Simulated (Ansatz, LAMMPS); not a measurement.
**Liquid mixture of acetone and H2O at 300 K (76 atoms): support functions against a reference**

Wanted: errors and times of a linear-scaling basis for liquid mixture of acetone and H2O at 300 K (76 atoms). A setting counts as converged where the r.m.s. difference of forces stays under 1 % of the r.m.s. force.

Method: Kohn-Sham DFT, PBE+D3(BJ), PAW (set soft_2), plane waves, in Ansatz 0.2.0.

## Step 1: Set-up

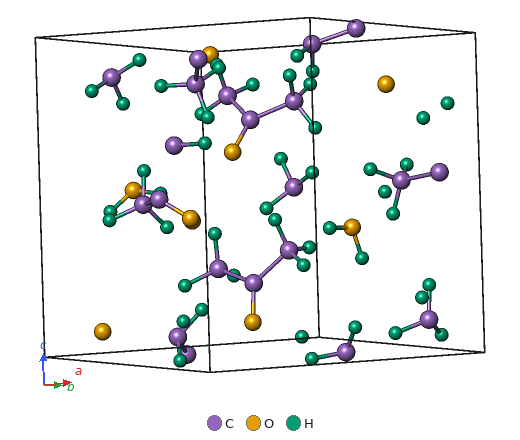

The starting structure, seen slightly off an axis (carbon purple, oxygen orange, hydrogen teal). Bonds to atoms that aren't drawn are left out. Some periodic images of atoms are drawn too.

The cell holds 76 atoms: 21 C, 9 O and 46 H. Cell: a = 9.705 Å, b = 9.705 Å, c = 9.705 Å, α = 90.0°, β = 90.0°, γ = 90.0°. 7 acetone, 2 H2O placed at random, at 0.804 g/cm³; overlaps pushed apart, then 10 ps at 450 K with MMFF94 bonds, angles, torsions, charges and radii (Halgren, J. Comput. Chem. 17, 490 (1996)) in harmonic and 12-6 forms; SPC/E water (Berendsen, Grigera and Straatsma, J. Phys. Chem. 91, 6269 (1987)). Snapshot after 20 ps at 300 K and fixed volume.

Before any run, some limits are plain. The network of contacts between molecules at the start is that of the classical potential that made the cell, and needn't be the one that DFT or experiment would give. The density was typed from a rule of thumb and may lie off the real one at this temperature. Sampling is at Γ alone, for a cell whose shortest periodic width is 10 Å.

## Step 2: How the cell was made

A classical potential supplies the starting structure, since it reaches far longer times than DFT.

This step: classical MD, MMFF94 bonds, angles, torsions, charges and radii (Halgren, J. Comput. Chem. 17, 490 (1996)) in harmonic and 12-6 forms; SPC/E water (Berendsen, Grigera and Straatsma, J. Phys. Chem. 91, 6269 (1987)) (LAMMPS 22 Jul 2025 - Update 4).

Input file in.lmp:

```
# liquid mixture of acetone and H2O
units real
atom_style full
boundary p p p
bond_style harmonic
angle_style harmonic
dihedral_style opls
improper_style harmonic
special_bonds lj 0 0 0.5 coul 0 0 0.75
read_data data.lmp
neigh_modify delay 0 every 1 check yes one 4000
comm_modify cutoff 12.0
timestep 0.5
thermo_style custom step time temp pe press density
thermo_modify norm yes
# push overlapping molecules apart
pair_style soft 2.6
pair_coeff * * 0.0
variable a equal ramp(1,60)
fix ad all adapt 1 pair soft a * * v_a
velocity all create 450 15478 mom yes dist gaussian
fix lim all nve/limit 0.03
fix lan all langevin 450 450 50 15479 zero yes
thermo 1000
run 3000 post no
unfix ad
pair_style lj/cut/coul/long 8.7
pair_modify mix arithmetic tail yes
pair_coeff 1 1 0.0678 3.3680   # C
pair_coeff 2 2 0.0678 3.4070   # C
pair_coeff 3 3 0.0763 2.9870   # O
pair_coeff 4 4 0.0216 2.5400   # H
pair_coeff 5 5 0.1553 3.1660   # O
pair_coeff 6 6 0.0000 1.0000   # H
# [... 19 lines left out ...]
compute msd all msd com yes
thermo 5000
fix md all nvt temp 300 300 100
run 20000 post no
print "== T300: mean square displacement over the hold $(c_msd[4]:%.2f) A^2"
unfix md
uncompute msd
write_dump all custom T300.dump id type xs ys zs modify sort id
```

Launch:

```
lmp -in in.lmp -log none -nocite
```

Numbers of over 12 decimals in the logs are rounded to 6 here.

The program printed:

```text
LAMMPS (22 Jul 2025 - Update 4)
Reading data file ...
  orthogonal box = (0 0 0) to (9.70506 9.70506 9.70506)
  76 atoms
  orthogonal box = (0 0 0) to (9.70506 9.70506 9.70506)
  67 bonds
  107 angles
  84 dihedrals
  7 impropers
WARNING: Bond/angle/dihedral extent > half of periodic box length
   Step          Time           Temp          PotEng         Press         Density
         0   0              450            0.15841444    -564.57416      0.80399988
      1000   500            385.99344      1.2046144      16927.814      0.80399988
      2000   1000           385.85664      1.0056076     -1905.4698      0.80399988
[... 46 lines left out ...]
WARNING: Bond/angle/dihedral extent > half of periodic box length
   Step          Time           Temp          PotEng         Press         Density
[... 2 lines left out ...]
     25000   24000          311.23762     -0.40200976     3141.0709      0.80399988
     30000   29000          330.49154     -0.26462178    -4600.4406      0.80399988
     35000   34000          342.99651     -0.22989016     4630.7452      0.80399988
     37000   36000          301.41778     -0.28218909    -408.62516      0.80399988
WARNING: Bond/angle/dihedral extent > half of periodic box length
Loop time of 4.41377 s on 1 MPI rank(s) for 20000 steps with 76 atoms
== T300: mean square displacement over the hold 29.24 A^2
```

Elapsed: 8.6 s, on 1 thread of Arm Neoverse V2, shared host; peak memory 0.12 GiB.

The input also reads data.lmp (atoms, bonds and types; not printed here).

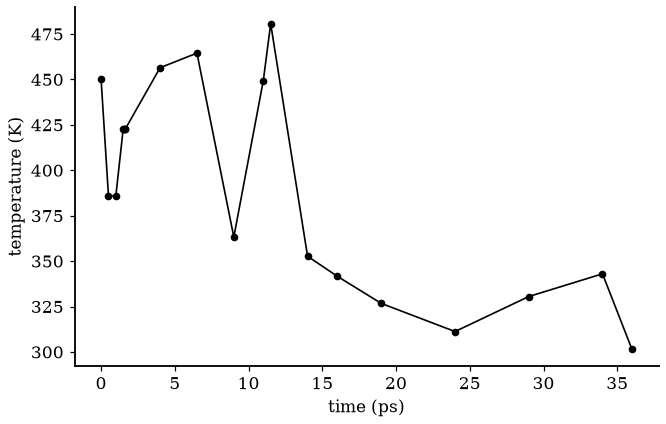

Temperature, plotted against time.

## Step 3: Plane-wave single point

The first run fixes the reference, at a cutoff of 420 eV.

Input file input.yaml:

```yaml
crystal:
  lattice:
    - [9.70506, 0.0, 0.0]
    - [0.0, 9.70506, 0.0]
    - [0.0, 0.0, 9.70506]
  atoms:
    - { symbol: C, position: [0.38406, 0.90044, 0.55035] }
    - { symbol: C, position: [0.41285, 0.03296, 0.4694] }
    - { symbol: C, position: [0.29567, 0.13158, 0.46542] }
    - { symbol: O, position: [0.51774, 0.04564, 0.40381] }
    - { symbol: H, position: [0.31985, 0.83744, 0.48543] }
    - { symbol: H, position: [0.32565, 0.92392, 0.6444] }
    - { symbol: H, position: [0.48251, 0.84979, 0.58804] }
    - { symbol: H, position: [0.20464, 0.07615, 0.41911] }
    - { symbol: H, position: [0.32428, 0.22406, 0.397] }
    - { symbol: H, position: [0.28295, 0.16319, 0.57286] }
    - { symbol: C, position: [0.07249, 0.69023, 0.09172] }
    - { symbol: C, position: [0.02128, 0.82752, 0.04648] }
    - { symbol: C, position: [0.88113, 0.86656, 0.10392] }
    - { symbol: O, position: [0.08545, 0.91408, 0.98368] }
    - { symbol: H, position: [0.1137, 0.63174, 0.01192] }
    - { symbol: H, position: [0.99559, 0.63722, 0.15474] }
    - { symbol: H, position: [0.15314, 0.70592, 0.17236] }
    - { symbol: H, position: [0.86524, 0.96691, 0.06196] }
    - { symbol: H, position: [0.87712, 0.88081, 0.21309] }
    - { symbol: H, position: [0.79919, 0.79799, 0.06343] }
    - { symbol: C, position: [0.00696, 0.8107, 0.70018] }
    - { symbol: C, position: [0.94554, 0.84928, 0.56004] }
    - { symbol: C, position: [0.79411, 0.86898, 0.54483] }
    - { symbol: O, position: [0.0226, 0.8806, 0.46694] }
    - { symbol: H, position: [0.12017, 0.80879, 0.70016] }
    - { symbol: H, position: [0.98098, 0.70114, 0.72032] }
    - { symbol: H, position: [0.96666, 0.87494, 0.77571] }
    - { symbol: H, position: [0.75842, 0.96384, 0.60085] }
    - { symbol: H, position: [0.73993, 0.77383, 0.5785] }
    - { symbol: H, position: [0.7553, 0.87798, 0.44316] }
    - { symbol: C, position: [0.34149, 0.58512, 0.82425] }
    - { symbol: C, position: [0.45876, 0.52378, 0.73881] }
    - { symbol: C, position: [0.60147, 0.55422, 0.78982] }
    - { symbol: O, position: [0.43215, 0.45488, 0.63629] }
    - { symbol: H, position: [0.24515, 0.58514, 0.77337] }
    - { symbol: H, position: [0.37528, 0.68407, 0.86187] }
    - { symbol: H, position: [0.34524, 0.52015, 0.91754] }
    - { symbol: H, position: [0.66508, 0.57105, 0.70312] }
    - { symbol: H, position: [0.634, 0.47768, 0.86433] }
    - { symbol: H, position: [0.60033, 0.65661, 0.84783] }
    - { symbol: C, position: [0.48811, 0.14868, 0.83114] }
    - { symbol: C, position: [0.57193, 0.03082, 0.89795] }
    - { symbol: C, position: [0.5025, 0.9897, 0.03149] }
    - { symbol: O, position: [0.67938, 0.98453, 0.85828] }
    - { symbol: H, position: [0.52508, 0.15562, 0.72497] }
    - { symbol: H, position: [0.5194, 0.24196, 0.88408] }
    - { symbol: H, position: [0.37417, 0.13056, 0.83136] }
    - { symbol: H, position: [0.42178, 0.91625, 0.0124] }
    - { symbol: H, position: [0.4583, 0.08355, 0.08733] }
    - { symbol: H, position: [0.57074, 0.93553, 0.10231] }
    - { symbol: C, position: [0.62603, 0.45609, 0.31705] }
    - { symbol: C, position: [0.50526, 0.43746, 0.22076] }
    - { symbol: C, position: [0.36082, 0.46758, 0.276] }
    - { symbol: O, position: [0.51392, 0.4116, 0.09716] }
    - { symbol: H, position: [0.70946, 0.40278, 0.26273] }
    - { symbol: H, position: [0.60774, 0.40733, 0.41123] }
    - { symbol: H, position: [0.63838, 0.55892, 0.33034] }
    - { symbol: H, position: [0.27889, 0.39776, 0.2253] }
    - { symbol: H, position: [0.35001, 0.57775, 0.26101] }
    - { symbol: H, position: [0.36231, 0.4492, 0.38488] }
    - { symbol: C, position: [0.85407, 0.25217, 0.93814] }
    - { symbol: C, position: [0.99186, 0.29207, 0.98062] }
    - { symbol: C, position: [0.10719, 0.27627, 0.88144] }
    - { symbol: O, position: [0.00896, 0.34122, 0.09547] }
    - { symbol: H, position: [0.77609, 0.26855, 0.0283] }
    - { symbol: H, position: [0.86222, 0.14625, 0.89595] }
    - { symbol: H, position: [0.81131, 0.32236, 0.85929] }
    - { symbol: H, position: [0.20608, 0.28351, 0.93042] }
    - { symbol: H, position: [0.09934, 0.35447, 0.8035] }
    - { symbol: H, position: [0.09135, 0.18066, 0.83552] }
    - { symbol: O, position: [0.05011, 0.48402, 0.54146] }
    - { symbol: H, position: [0.00105, 0.42245, 0.47498] }
    - { symbol: H, position: [0.15168, 0.47819, 0.52513] }
    - { symbol: O, position: [0.96987, 0.26923, 0.3584] }
    - { symbol: H, position: [0.97957, 0.30748, 0.26322] }
    - { symbol: H, position: [0.9485, 0.16858, 0.35295] }
kpoints:
  mp_grid: { grid: [1, 1, 1] }
hamiltonian:
  xc: pbe
  dispersion: d3bj
scf:
  occupations: { method: fixed }
output:
  forces: true
  stress: true
  populations: intrinsic
  dos:
    method: { smearing: { sigma: 0.15 } }
    de: 0.1
    projected: { site_lists: { C: [C], H: [H], O: [O] } }
  eigenvalues: true
  write_density: true
  write_potential: true
  volumetric_format: npy
```

Launch:

```
ansatz run input.yaml --threads 4 --pin off --max-ram 8192MiB --backend cpu --events-out ev --progress --plain --runs-dir out
```

The program printed:

```text
Engine: ansatz 0.2.0, aarch64-unknown-linux-gnu
Pseudopotentials: kind: paw
Pseudopotential: C, paw, valence charge 4, recommended cutoff 420 eV (normal), C.paw.azcp
Pseudopotential: O, paw, valence charge 6, recommended cutoff 420 eV (normal), O.paw.azcp
Pseudopotential: H, paw, valence charge 1, recommended cutoff 420 eV (normal), H.paw.azcp
Functional definition: PBE
  parameter kappa = 0.804
  parameter beta = 0.066725
  exchange = pbe_x(kappa = kappa, mu = beta*pi^2/3)
  correlation = pbe_c(beta = beta)
Crystal: 76 atoms, lattice volume = 914.102 Å³
Basis set: ecut = 420 eV, 17845 PW (Γ), exchange–correlation on 144×144×144 points (8 copies of the dense FFT grid, shifted against one another)
Bands: 168, of which v1, the nominal top of the filled ones, is band 92 counted from 1 (91 counted from 0)
Symmetry: 1 space group operations
Space group: P1 (ITA 1), of the structure as read, at distance tolerance 9.7e-5 Å
k-points: 1
Non-local potential: C, projectors of the file, l = 0: 2, l = 1: 2, l = 2: 1
Non-local potential: O, projectors of the file, l = 0: 2, l = 1: 2, l = 2: 1
Non-local potential: H, projectors of the file, l = 0: 2, l = 1: 1
PAW form: soft (Blöchl's): semilocal exchange-correlation on the pseudo side does not see the compensation charge
PAW one-centre angular grid: C, 110 points (default); XC on 64 Gauss nodes
PAW one-centre angular grid: O, 110 points (default); XC on 64 Gauss nodes
PAW one-centre angular grid: H, 110 points (default); XC on 64 Gauss nodes
Initial density: superposition of atomic densities (neutral atoms: chi_scale 0, normalization atom), corrected by the library's trained network
Initial wavefunctions: pseudopotential atomic-orbital guess
Functional: x = pbe(κ = 0.804, μ = 0.219515), c = pbe(β = 0.066725)
SCF iter   1: F=—  HF=-11113.018317 eV  |F-HF|=—  |Δ(HF+E_count)|=         —  Δρ=4.40e-3  dr2=1.69e-1  ethr=1.77e-3  ⟨swp⟩=5.0  Hψ=600  notcnv=0  defer=73
preconditioner: auto → Resta (q_TF=auto, 2.089 Å⁻¹)  ε∞=2.2  [insulator: Δε(μ)=3.752 eV  Ē_g=14.423 eV  n_scr=146 (ndim 8)  ℏωp=16.0 eV  f_vac=0.288  ε∞_Penn≈2.2]
SCF iter   2: F=—  HF=-11112.997891 eV  |F-HF|=—  |Δ(HF+E_count)|=   2.04e-2  Δρ=2.22e-3  dr2=3.64e-2  ethr=9.18e-5  ⟨swp⟩=3.0  Hψ=288  notcnv=0  defer=74
SCF iter   3: F=—  HF=-11113.001542 eV  |F-HF|=—  |Δ(HF+E_count)|=   3.65e-3  Δρ=1.14e-3  dr2=1.29e-2  ethr=1.98e-5  ⟨swp⟩=2.0  Hψ=194  notcnv=0  defer=74
SCF iter   4: F=—  HF=-11113.000139 eV  |F-HF|=—  |Δ(HF+E_count)|=   1.40e-3  Δρ=4.85e-4  dr2=2.36e-3  ethr=6.99e-6  ⟨swp⟩=2.0  Hψ=194  notcnv=0  defer=74
SCF iter   5: F=—  HF=-11112.999699 eV  |F-HF|=—  |Δ(HF+E_count)|=   4.39e-4  Δρ=1.29e-4  dr2=2.31e-4  ethr=1.28e-6  ⟨swp⟩=2.0  Hψ=194  notcnv=0  defer=74
SCF iter   6: F=—  HF=-11112.999652 eV  |F-HF|=—  |Δ(HF+E_count)|=   4.68e-5  Δρ=8.28e-5  dr2=5.92e-5  ethr=1.25e-7  ⟨swp⟩=2.0  Hψ=189  notcnv=0  defer=69
SCF iter   7: F=—  HF=-11113.000319 eV  |F-HF|=—  |Δ(HF+E_count)|=   6.67e-4  Δρ=2.57e-5  dr2=5.79e-6  ethr=3.22e-8  ⟨swp⟩=2.0  Hψ=259  notcnv=0  defer=68
SCF iter   8: F=—  HF=-11113.000319 eV  |F-HF|=—  |Δ(HF+E_count)|=   2.16e-7  Δρ=1.14e-5  dr2=1.06e-6  ethr=3.14e-9  ⟨swp⟩=2.0  Hψ=191  notcnv=0  defer=68
SCF iter   9: F=—  HF=-11113.000319 eV  |F-HF|=—  |Δ(HF+E_count)|=   4.39e-9  Δρ=3.43e-6  dr2=1.10e-7  ethr=5.77e-10  ⟨swp⟩=2.0  Hψ=190  notcnv=0  defer=68
SCF iter  10: F=-11113.000319 eV  HF=-11113.000319 eV  |F-HF|=9.28e-10  |Δ(HF+E_count)|=   1.67e-8  Δρ=9.83e-7  dr2=1.17e-8  ethr=5.43e-11  ⟨swp⟩=21.0  Hψ=1607  notcnv=0
SCF 1 converged in 10 iterations: F = -11113.000319 eV  dr2 = 1.17e-8
  greatest PAW one-centre occupation: 0.880 electrons in one spin orbital (limit 2), on the O atom at site 43 (counted from 0), in its partial waves of l = 0
WARN: The input density's exchange-correlation potential varies sharply where the density is thin. Do not read a vacuum level from v_tot or v_xc, or from such a field of the output density. On a cell that repeats whose density bears no net charge and no dipole along the vacuum's axis use v_es (v_loc + v_h of the components); [...]
SCF converged after 10 iterations
Free energy (F): -11113.000319 eV
Harris-Foulkes:  -11113.000319 eV  (|F-HF|=9.28e-10)
Internal energy: -11113.000319 eV  (E = F + TS)
E sigma→0 (E₀):  -11113.000319 eV
Fermi energy:    -1.561414 eV
--- Per-component energies (eV) ---
  E_band       = -1622.370279
  E_kinetic    = 4115.068072
  E_local      = -13429.660981  (includes V_loc(G=0)·N_el)
  E_nonlocal   = 1088.434130
  E_hartree    = 4859.837612
  E_xc         = -2077.242636
  E_vxc        = -2615.251798  (∫ρ·V_xc dr)
  E_paw        = -3538.228155  (= ΣΔE_a)
  E_vpaw       = -500.594757  (= ΣTr[D̂ρ^β])
  E_aug_tail   = -0.039814  (compensation charges beyond the density's cutoff)
  E_ewald      = -2128.236558
  E_disp       = -2.931989  (pairwise vdW)
  E_smearing   = -0.000000  (= −TS)
  E_closure    = 0.000000  (closes the sum)
  Σ components = -11113.000319   (vs F -11113.000319, Δ=0.00e0)
--- Forces (eV/Å), atoms counted from 1 ---
  atom   1  C      1.37373022     0.59663110     1.32631254
  atom   2  C     -0.65057708    -1.28779580     0.12896254
  atom   3  C      0.27940953     0.99040009    -1.41096522
  atom   4  O      1.18328638     0.38201974    -0.55707464
  atom   5  H     -0.27694760    -0.67458482    -0.27670302
  atom   6  H     -0.24009185    -0.02247661    -0.09920153
  atom   7  H     -0.91072933     0.30574719    -0.82688675
  atom   8  H      0.42289049     0.56279275     0.77022106
  atom   9  H     -0.48549509    -1.19890503     1.01522693
  atom  10  H     -0.71784059     0.25465836    -0.02923671
  atom  11  C     -0.00312796     0.80396963     2.27883612
  atom  12  C     -1.04086698     0.19233966     1.92226752
  atom  13  C     -0.11693750    -0.15759217    -1.52205438
  atom  14  O      1.02368123     0.19707761    -0.84723362
[...]
atom  75  H     -0.21440099    -0.78780748     0.41390314
  atom  76  H      0.30129773     1.44661823    -0.14208799
  max |Σ_I F_I| component: 9.04e-5 eV/Å
--- Stress (GPa, compression-positive) ---
        0.706483       0.080269      -0.989265
        0.080269       0.429140      -0.118253
       -0.989264      -0.118253       1.760954
  P = ⅓ Tr σ = 0.9655 GPa (9.655 kbar)
--- Band table (eV) ---
  k-point 0: bands = ["-22.6452", "-22.5015", "-22.3227", "-22.2316", [... 152 levels ...], "9.1095", "9.1432", "9.2530", "9.3793", "9.3872", "9.4542", "9.6087", "9.7638", "9.7945", "9.8555", "9.8994", "9.9336"]
--- intrinsic populations: 76 sites ---
  site symbol       q [e]
     0      C      4.5823
     1      C      3.5865
     2      C      4.5468
[...]
75      H      0.6035
  spilling = 0.000000 (of n_electrons = 184.000000)
```

Elapsed: 4.8 s, on 4 threads of Arm Neoverse V2, shared host; peak memory 0.86 GiB.

The program notes that the exchange-correlation potential is rough where the density is thin.

Numbers from this run:

```
free energy                                      : -11113.0003 eV
free energy per atom                             : -146.2237 eV/atom
SCF cycles                                       : 10
pressure                                         : 0.9655 GPa
r.m.s. force component                           : 0.8918 eV/Å
longest force                                    : 4.366 eV/Å
Fermi energy                                     : -1.561 eV
gap (highest filled to lowest empty level) : 3.448 eV
```

The r.m.s. force component of 0.89 eV/Å and the pressure of 0.97 GPa set the scale for the differences below.

## Step 4: Support functions medium

The cell is solved in localised support functions. Besides, the program derives a nominal cutoff of 464 eV for this run, against the reference's 420.

This step: Kohn-Sham DFT, PBE+D3(BJ), PAW (set soft_2), localised support functions (medium) (Ansatz 0.2.0).

input.yaml, the sections that differ from step 3:

```yaml
scf:
  occupations: { method: fixed }
  eigensolver: { kind: { support_functions: { accuracy: medium } } }
  max_iter: 150
output:
  forces: true
  eigenvalues: true
# crystal, kpoints, hamiltonian: as in step 3
```

The program printed:

```text
Warning: scf.eigensolver.kind.support_functions: disabling space-group detection — the functions' gradient is summed over unrotated k-points, so no spatial operation reduces the k-mesh or symmetrises the density; time reversal is kept, so that k and −k are solved as one point where they differ and the mesh holds both, and exact exchange and, on two spinor components, a DFT+U term hold to it where the run has them: [...]
Warning: basis.ecutwfc = 464 eV, auto-derived: no grid that the accuracy of the support functions lays serves the files at the lower one that their records recommend; a deck with other species or settings can derive another value
settings of this run that can trade accuracy for cost: scf.eigensolver.kind.support_functions [...]
[...]
Crystal: 76 atoms, lattice volume = 914.102 Å³
Basis set: ecut = 464 eV, 20719 PW (Γ), exchange–correlation on 144×144×144 points (8 copies of the dense FFT grid, shifted against one another)
Bands: 111, of which v1, the nominal top of the filled ones, is band 92 counted from 1 (91 counted from 0)
Symmetry: 1 space group operations
k-points: 1
[...]
SCF iter   1: F=—  HF=-11145.335345 eV  |F-HF|=—  |Δ(HF+E_count)|=         —  Δρ=1.10e-1  dr2=1.32e2  ethr=1.00e-1
[...]
SCF iter  13: F=—  HF=-11113.307162 eV  |F-HF|=—  |Δ(HF+E_count)|=   1.90e-4  Δρ=1.21e-5  dr2=1.53e-6  ethr=2.54e-9  κ⁻¹=1.4e-4(r=7)
SCF iter  14: F=-11113.307162 eV  HF=-11113.307162 eV  |F-HF|=9.17e-8  |Δ(HF+E_count)|=   2.85e-7  Δρ=4.33e-6  dr2=3.68e-7  ethr=8.33e-10
SCF 1 converged in 14 iterations: F = -11113.308981 eV  dr2 = 3.68e-7
[...]
SCF converged after 14 iterations
Stability not checked: this state was not tested for a lower state beside it, because the mixer in use, unlike msr1, does not test its closes by its own steps (another_mixer; see scf.mixing.algorithm and scf.lower_state_search)
Free energy (F): -11113.308981 eV
[...]
Internal energy: -11113.308981 eV  (E = F + TS)
E sigma→0 (E₀):  -11113.308981 eV
Fermi energy:    -1.562653 eV
[...]
Σ components = -11113.308981   (vs F -11113.308981, Δ=0.00e0)
--- Forces (eV/Å), atoms counted from 1 ---
  atom   1  C      1.36975055     0.58839369     1.33223894
  atom   2  C     -0.63347393    -1.28510413     0.11866524
  atom   3  C      0.27220138     0.99521334    -1.40973443
  atom   4  O      1.16990682     0.38034373    -0.54877248
[...]
atom  76  H      0.30596467     1.46693596    -0.14166876
  max |Σ_I F_I| component: 7.53e-4 eV/Å
--- Band table (eV) ---
[...]
```

Elapsed: 39 s, on 4 threads; peak memory 2.1 GiB; 2.5 min of CPU time.

The program notes that the band table was not solved further than the SCF left it and it switched symmetry off.

Keys that differ from the reference: support_functions.accuracy = "medium" and scf.max_iter = 150.

Forces differ from the reference by 7.4 meV/Å r.m.s., 0.83 % of their size, within a tolerance of 1 %; the energy by -4.1 meV/atom. It took 39 s and 14 cycles; the reference's time can't be set against it, since the two runs asked for unlike analyses.

(Part 1 of 4 ends here.)

[Logs are printed without paths, hosts, clocks, repeated set-up lines and the standing remarks that a program may print on its own settings, such as how far it seeks lower states.]

[Hosts, paths, dates, database ids (printed as entryN), source tags and the programs' standing remarks are cut or masked in the printed files.]

[The MMFF94 radii named for the starting cell were scaled by 0.96; in molecules described by MMFF94, hydrogen bound to N, O or S took a small fixed 12-6 site in their place.]
